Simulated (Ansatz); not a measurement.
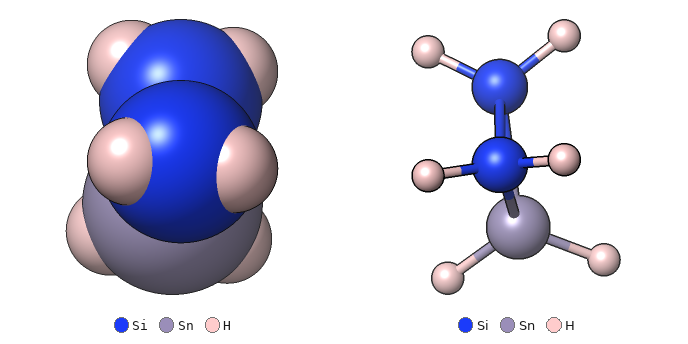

The same structure drawn twice, from different directions.

> Which formula does it have?

H6Si2Sn, 9 atoms: 6 hydrogen, 2 silicon and 1 tin.

> Count the bonded pairs by element.

4 Si–H, 2 Si–Sn, 2 Sn–H, 1 Si–Si.

> Name functional groups in it.

Among them: Si–H bond.

> How many sets of symmetry-equivalent atoms are there?

4: 2 Si, 1 Sn, 4 H, 2 H.

More results for the same structure follow; atom numbers are the same in all pictures, views and colours differ. Computed geometry: PBE0-D4/def2-TZVP optimisation.

**Thermal motion**

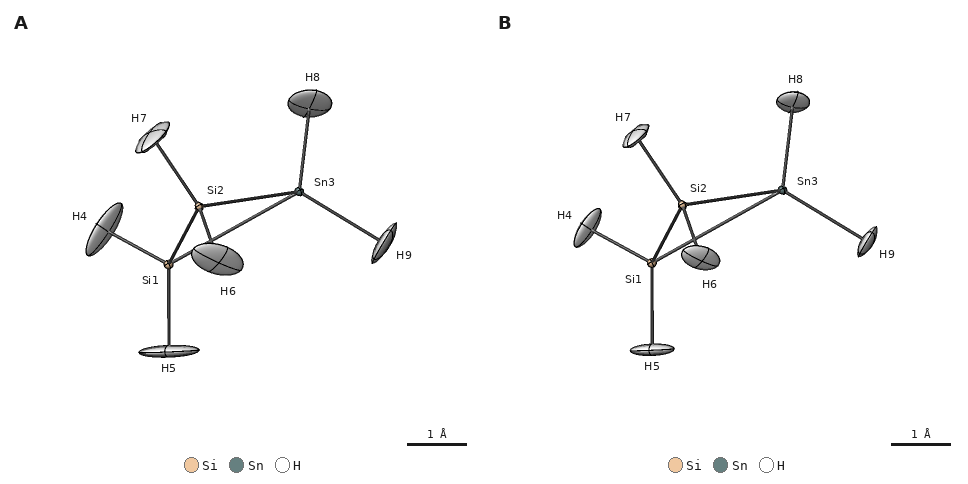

Displacement ellipsoids at the 50 % level, scaled by 0.7, from the internal vibrations of the free molecule (harmonic, no overall translation or rotation; no half-axis is drawn under 0.075 Å). Vibrations computed with RKS PBE0-D4/def2-TZVP, core potentials on Sn (Ansatz 0.2.0). One panel is for 298 K, the other for 600 K.

> Which panel is for 600 K?

A.

> How much does the mean-square displacement of H9 grow, and why?

U_eq goes from 0.0650 to 0.1161 Å², a factor of 1.8. Modes below kT (417 cm⁻¹ at 600 K) grow about in proportion to T, and the lowest lies at 115 cm⁻¹; the mean-square amplitude of a mode is its zero-point value times coth(ħω/2kT), which comes close to 1 only above about 3kT.

**Vibrations**

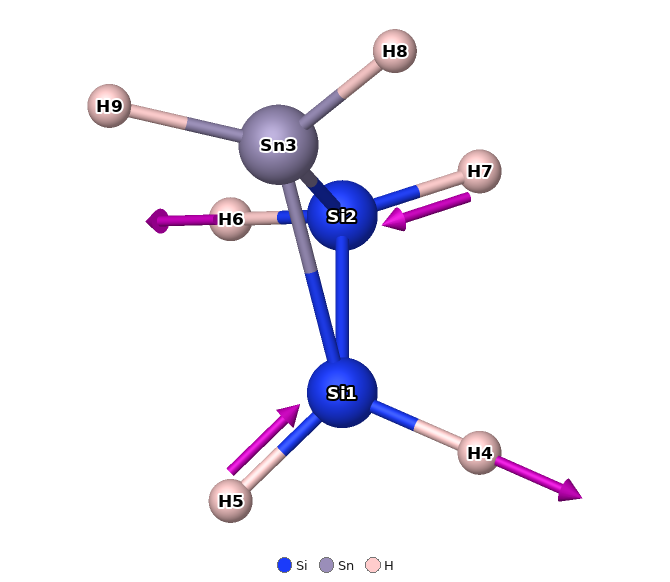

The arrows show one normal mode. Harmonic vibrations computed with RKS PBE0-D4/def2-TZVP, core potentials on Sn (Ansatz 0.2.0) at a stationary point of the same level.

> What kind of motion is it?

Mostly out-of-phase stretching of 4 Si–H bonds.

> At what wavenumber does it lie?

2236 cm⁻¹; it is mode 20 of 21 counted from the lowest.

**Levels of theory compared**

Program: Ansatz 0.2.0.

Compare dipole (D), HOMO energy (eV) at these levels: B3LYP-D4/def2-TZVPP; PBE-D4/def2-TZVPP; r2SCAN-D4/def2-TZVPP; ωB97M-V/def2-TZVPP.

```csv
level,dipole (D),HOMO energy (eV)
B3LYP-D4/def2-TZVPP,0.04,−6.26
PBE-D4/def2-TZVPP,0.04,−5.56
r2SCAN-D4/def2-TZVPP,0.01,−5.75
ωB97M-V/def2-TZVPP,0.03,−8.32
```

**Charges**

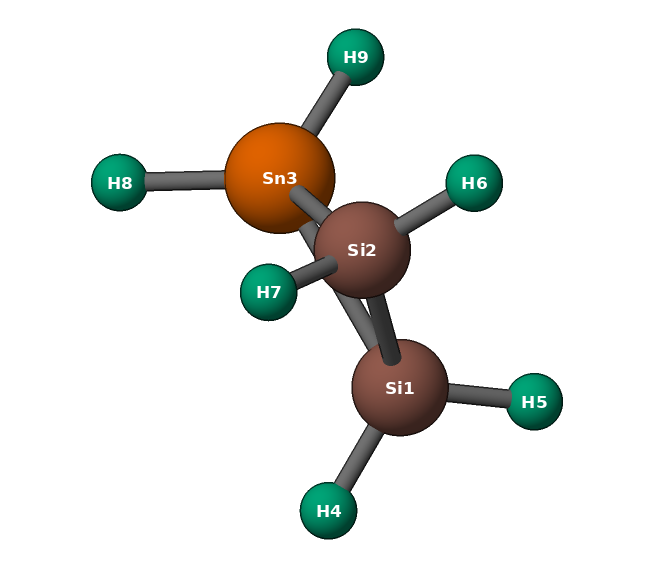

The questions are on Mulliken charges. Level of theory: RKS r2SCAN-D4/def2-TZVPP, core potentials on Sn (Ansatz 0.2.0).

> Which atom carries the highest charge (most positive or least negative)?

Sn3 (0.37 e).

> And the lowest?

H8, H9 (−0.10 e).

Give the Mulliken charges atom by atom.

```
atom  value (e)
 Si1       0.02
 Si2       0.02
 Sn3       0.37
  H4      −0.06
  H5      −0.06
  H6      −0.06
  H7      −0.06
  H8      −0.10
  H9      −0.10
```

Mulliken values depend strongly on the basis set and can even reverse the polarity of a bond.
